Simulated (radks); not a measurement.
For Ga in [Ar] 3d10 4s2 4p1, the spin moment of the 4p shell is fixed at a series of values. Theory: scalar-relativistic Kohn-Sham, PBE, spin-polarised, spherical densities, point nucleus (computed with the in-house radial solver radks). Wanted, and plotted below: the energy and the exchange splitting.

The energy falls with the moment, to −0.184 eV at M = 1 μB, the largest moment run; with one electron or hole in the shell the exact energy would hardly depend on M, so most of the fall is the functional's fractional-spin error. A fit E = −I M²/4 gives an exchange integral I of about 0.74 eV, and the exchange splitting grows nearly in proportion to M, to 0.761 eV (0.76 eV per μB).

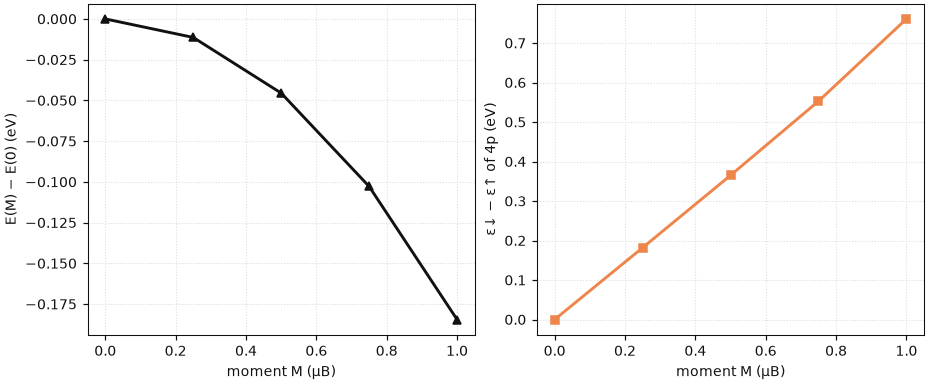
